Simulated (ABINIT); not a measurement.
## ZnSe (Stilleite): G0W0 with ABINIT, start to end

How does a plane-wave GW calculation on ZnSe (Stilleite) run from the first input to the gap?

Method: PBE and many-body steps on it, plane waves, in ABINIT 10.8.3.

**The experiments to reproduce.**

- Gap 2.695 ± 0.003 eV: excitonic gap from free-exciton PL, not corrected for exciton binding; photoluminescence; 300 K; bulk crystal (Bridgman-grown crystal, polished and etched) (“Alloy Disordering Effects on the Thermal Conductivity and Energy Gap Temperature Dependence of Cd1−xZnxSe Ternary Crystals Grown by the Bridgman Method”, 2023, pmc:10253836).

## Step 1: Set-up

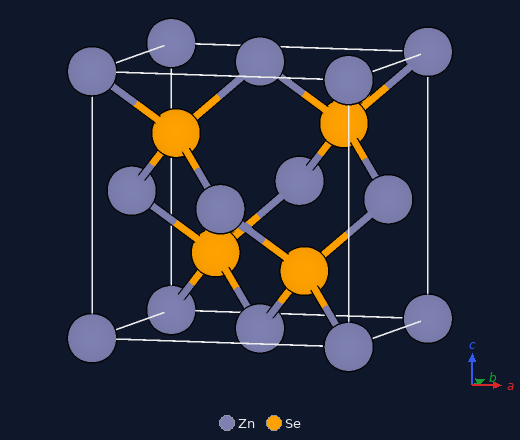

Start, viewed slightly off an axis; zinc blue, selenium orange. This picture shows the conventional cell, with its axes. Bonds to atoms that aren't drawn are left out. Some periodic images of atoms are drawn too.

The cell and positions come from the Crystallography Open Database and are kept as given unless a step says otherwise.

## Step 2: Ground state

This step: ABINIT 10.8.3; DFT, PBE, plane waves, norm-conserving pseudopotentials.

The ground-state density comes first.

run.abi

```
acell 3*1.0 Angstrom
rprim 
  -0.000000000000 2.833800000000 2.833800000000
  2.833800000000 0.000000000000 2.833800000000
  2.833800000000 2.833800000000 -0.000000000000
ntypat 2
znucl 30 34
natom 2
typat 1 2
xred 
  0.000000000000 0.000000000000 0.000000000000
  0.250000000000 0.250000000000 0.250000000000
pp_dirpath "pseudos"
pseudos "Zn.upf, Se.upf"
ecut 48
ngkpt 6 6 6
nshiftk 1
shiftk 0 0 0
kptopt 1
chksymbreak 0
nband 27
occopt 1
tolvrs 1e-10
nstep 60
prtwf 0
optforces 0
optstress 0
indata_prefix "in"
outdata_prefix "out"
tmpdata_prefix "tmp"
```

Command:

```
$ OMP_NUM_THREADS=1 mpirun -n 4 abinit run.abi > log
```

Numbers of over 12 decimals in the logs are rounded to 6 here.

Output:

```text
.Version 10.8.3 of ABINIT. v10.8.2 released Aug 2026.

 Symmetries : space group F-4 3 m (#216); Bravais cF (face-center cubic)
================================================================================
 Values of the parameters that define the memory need of the present run
     intxc =       0    ionmov =       0      iscf =       7    lmnmax =       6
     lnmax =       6     mgfft =      48  mpssoang =       3    mqgrid =    3001
     natom =       2  nloc_mem =       1    nspden =       1   nspinor =       1
    nsppol =       1      nsym =      24    n1xccc =    2501    ntypat =       2
    occopt =       1   xclevel =       2
-    mband =          27        mffmem =           1         mkmem =           4
       mpw =        4897          nfft =      110592          nkpt =          16
================================================================================
  Rough estimation (10% accuracy) of disk space for files :
================================================================================

--------------------------------------------------------------------------------
------------- Echo of variables that govern the present computation ------------
--------------------------------------------------------------------------------
 -outvars: echo values of preprocessed input variables --------
            acell      1.8897261259E+00  1.8897261259E+00  1.8897261259E+00 Bohr

      chksymbreak           0
             ecut      4.80000000E+01 Hartree
-          fftalg         312

              ixc     -101130
              kpt      0.00000000E+00  0.00000000E+00  0.00000000E+00
                       1.66666667E-01  0.00000000E+00  0.00000000E+00
                       3.33333333E-01  0.00000000E+00  0.00000000E+00
                       5.00000000E-01  0.00000000E+00  0.00000000E+00
                       1.66666667E-01  1.66666667E-01  0.00000000E+00
                       3.33333333E-01  1.66666667E-01  0.00000000E+00
                       5.00000000E-01  1.66666667E-01  0.00000000E+00
                      -3.33333333E-01  1.66666667E-01  0.00000000E+00
                      -1.66666667E-01  1.66666667E-01  0.00000000E+00
   [... 5 further rows ...]
                      -3.33333333E-01  3.33333333E-01  1.66666667E-01
                      -3.33333333E-01  5.00000000E-01  1.66666667E-01
         kptrlatt        6    0    0      0    6    0      0    0    6
          kptrlen      4.54395803E+01
P           mkmem           4
            natom           2
            nband          27
            ngfft          48      48      48
             nkpt          16
            nstep          60
             nsym          24
           ntypat           2
              occ      2.000000  2.000000  2.000000  2.000000  2.000000  2.000000
                       2.000000  2.000000  2.000000  2.000000  2.000000  2.000000
                       2.000000  2.000000  2.000000  2.000000  2.000000  2.000000
                       2.000000  2.000000  2.000000  2.000000  0.000000  0.000000
[...]
optforces           0
        optstress           0
            prtwf           0
            rprim     -0.0000000000E+00  2.8338000000E+00  2.8338000000E+00
[...]
spgroup         216

           tolvrs      1.00000000E-10

             xred      0.0000000000E+00  0.0000000000E+00  0.0000000000E+00
[...]
znucl       30.00000   34.00000

================================================================================

 chkinp: Checking input parameters for consistency.

================================================================================
== DATASET  1 ==================================================================
-   mpi_nproc: 4, omp_nthreads: 1 (-1 if OMP is not activated)

--- !DatasetInfo
iteration_state: {dtset: 1, }
dimensions: {natom: 2, nkpt: 16, mband: 27, nsppol: 1, nspinor: 1, nspden: 1, mpw: 4897, }
cutoff_energies: {ecut:  48.0, pawecutdg:  -1.0, }
electrons: {nelect:   4.40000000E+01, charge:   0.00000000E+00, occopt:   1.00000000E+00, tsmear:   1.00000000E-02, }

 Real(R)+Recip(G) space primitive vectors, cartesian coordinates (Bohr,Bohr^-1):
 R(1)=  0.0000000  5.3551059  5.3551059  G(1)= -0.0933688  0.0933688  0.0933688
 R(2)=  5.3551059  0.0000000  5.3551059  G(2)=  0.0933688 -0.0933688  0.0933688
 R(3)=  5.3551059  5.3551059  0.0000000  G(3)=  0.0933688  0.0933688 -0.0933688
 Unit cell volume ucvol=  3.0713845E+02 bohr^3
 Angles (23,13,12)=  6.00000000E+01  6.00000000E+01  6.00000000E+01 degrees

 getcut: wavevector=  0.0000  0.0000  0.0000  ngfft=  48  48  48
         ecut(hartree)=     48.000   => boxcut(ratio)=   2.03223

--- Pseudopotential description ------------------------------------------------
- Zn Generated using ONCVPSP code by D. R. Hamann
- 30.00000  20.00000  171031                  znucl, zion, pspdat
12 -101130 2 -1 1326                          pspcod,pspxc,lmax,lloc,mmax
     nproj     2     2     2
  pspatm : epsatm=   26.68164218
         --- l  ekb(1:nproj) -->
[...]
pspatm: atomic psp has been read  and splines computed

- Se Generated using ONCVPSP code by D. R. Hamann
- 34.00000  24.00000  171031                  znucl, zion, pspdat
12 -101130 2 -1 1214                          pspcod,pspxc,lmax,lloc,mmax
     nproj     2     2     2
  pspatm : epsatm=   25.39064422
         --- l  ekb(1:nproj) -->
[...]
pspatm: atomic psp has been read  and splines computed

   2.29118060E+03                                ecore*ucvol(ha*bohr**3)
--------------------------------------------------------------------------------

_setup2: Arith. and geom. avg. npw (full set) are    4879.338    4879.326

================================================================================

--- !BeginCycle
iteration_state: {dtset: 1, }
solver: {iscf: 7, nstep: 60, nline: 4, wfoptalg: 0, }
tolerances: {tolvrs: 1.00E-10, }

     iter   Etot(hartree)      deltaE(h)  residm     vres2
 ETOT  1  -544.98635842320    -5.450E+02 9.114E-01 4.653E+03
 ETOT  2  -546.40203433040    -1.416E+00 4.210E-02 7.770E+03
 ETOT  3  -547.23845527222    -8.364E-01 1.312E-02 1.052E+03
 ETOT  4  -547.31149392204    -7.304E-02 4.016E-03 3.977E+02
 ETOT  5  -547.35013234238    -3.864E-02 2.241E-03 5.298E+01
 ETOT  6  -547.35602524963    -5.893E-03 8.103E-04 1.388E+00
 ETOT  7  -547.35612893251    -1.037E-04 1.448E-04 3.923E-01
 ETOT  8  -547.35617116759    -4.224E-05 4.337E-05 4.472E-02
 ETOT  9  -547.35617617370    -5.006E-06 1.082E-05 5.496E-03
 ETOT 10  -547.35617686684    -6.931E-07 3.919E-06 5.544E-07
 ETOT 11  -547.35617686708    -2.457E-10 1.219E-06 1.127E-07
 ETOT 12  -547.35617686712    -3.627E-11 4.599E-07 6.262E-09
 ETOT 13  -547.35617686715    -2.774E-11 1.480E-07 2.773E-10
 ETOT 14  -547.35617686716    -1.478E-11 5.597E-08 1.371E-11

 At SCF step   14       vres2   =  1.37E-11 < tolvrs=  1.00E-10 =>converged.

--- !ResultsGS
iteration_state: {dtset: 1, }
comment   : Summary of ground state results
lattice_vectors:
- [ -0.0000000,   5.3551059,   5.3551059, ]
- [  5.3551059,   0.0000000,   5.3551059, ]
- [  5.3551059,   5.3551059,  -0.0000000, ]
lattice_lengths: [   7.57326,    7.57326,    7.57326, ]
lattice_angles: [ 60.000,  60.000,  60.000, ] # degrees, (23, 13, 12)
lattice_volume:   3.0713845E+02
convergence: {deltae: -1.478E-11, res2:  1.371E-11, residm:  5.597E-08, diffor:  0.000E+00, }
etotal    :  -5.47356177E+02
entropy   :   0.00000000E+00
fermie    :   1.53041323E-01
cartesian_stress_tensor: null
pressure_GPa: null
xred      :
- [  0.0000E+00,   0.0000E+00,   0.0000E+00, Zn]
- [  2.5000E-01,   2.5000E-01,   2.5000E-01, Se]
cartesian_forces: null
force_length_stats: {min: null, max: null, mean: null, }

 Integrated electronic density in atomic spheres:
 ------------------------------------------------
 Atom  Sphere_radius  Integrated_density
    1        2.00000         18.11040736
    2        2.00000         21.26036845
================================================================================

 ----iterations are completed or convergence reached----

 Mean square residual over all n,k,spin=   12.957E-11; max=  55.966E-09
 reduced coordinates (array xred) for    2 atoms
       0.000000000000      0.000000000000      0.000000000000
       0.250000000000      0.250000000000      0.250000000000
 rms dE/dt=  0.0000E+00; max dE/dt=  0.0000E+00; dE/dt below (all hartree)
    1       0.000000000000      0.000000000000      0.000000000000
    2       0.000000000000      0.000000000000      0.000000000000

 cartesian coordinates (angstrom) at end:
    1      0.000000     0.000000     0.000000
    2      1.416900     1.416900     1.416900
 length scales=  1.889726125908  1.889726125908  1.889726125908 bohr
              =  1.000000000000  1.000000000000  1.000000000000 angstroms
 prteigrs : about to open file out_EIG
 Fermi (or HOMO) energy (hartree) =   0.15304   Average Vxc (hartree)=  -0.36195
 Eigenvalues (hartree) for nkpt=  16  k points:
 kpt#   1, nband= 27, wtk=  0.00463, kpt=  0.0000  0.0000  0.0000 (reduced coord)
  -7.46293   -5.23849   -5.23849   -5.23849   -4.44962   -2.76502   -2.76502   -2.76502
  -1.56976   -1.56976   -1.56976   -1.56961   -1.56961   -0.33425   -0.08738   -0.08738
  -0.08738   -0.07385   -0.07385    0.15304    0.15304    0.15304    0.20039    0.36671
   0.36671    0.36671    0.51812
 prteigrs : prtvol=0 or 1, do not print more k-points.

--- !EnergyTerms
iteration_state     : {dtset: 1, }
comment             : Components of total free energy in Hartree
kinetic             :  2.38673621230762E+02
hartree             :  2.29158838384487E+02
xc                  : -5.13331538891216E+01
Ewald energy        : -2.44845014170202E+02
psp_core            :  7.45976485783275E+00
local_psp           : -5.91683585332825E+02
non_local_psp       : -1.34786647948093E+02
total_energy        : -5.47356176867160E+02
total_energy_eV     : -1.48943203428558E+04
band_energy         : -8.85655578376505E+01

== END DATASET(S) ==============================================================
================================================================================

 -outvars: echo values of variables after computation  --------
           etotal     -5.4735617687E+02
            nband          27
             nkpt          16
          spgroup         216
 [... the other variables as echoed above ...]

 Calculation completed.
```

Elapsed: 20 s, on 4 MPI ranks of Intel Xeon 6975P-C (Granite Rapids), shared host; peak memory 0.4 GiB.

This step gave:

| Item | Value |
| --- | --- |
| total energy | -14894.3203 eV |
| gap | 1.288 eV |
| k of the valence top | 0, 0, 0 |
| k of the conduction bottom | 0, 0, 0 |
| least direct gap | 1.288 eV |

The gap is direct, at Γ.

(Continued in part 2 of 3.)

[Paths, hosts, dates, memory and timing lines, banners, echoed tables and standing remarks are left out of the program output.]

[Logs are printed without paths, hosts, clocks, repeated set-up lines and the standing remarks that a program may print on its own settings, such as how far it seeks lower states.]

[Runs of the session that timed out or met a known fault of the program may be left out.]

[Hosts, paths, dates, database ids (printed as entryN), source tags and the programs' standing remarks are cut or masked in the printed files.]

[G0W0 gaps are taken among the corrected bands and points alone; a level outside them can change the order at an edge.]

[Where Ansatz stands beside ABINIT at settings called matched, ABINIT's density can come from a denser mesh and the files from another edition; pairs whose starting gaps differed by over 0.03 eV were left out, so agreement reads better than it is.]
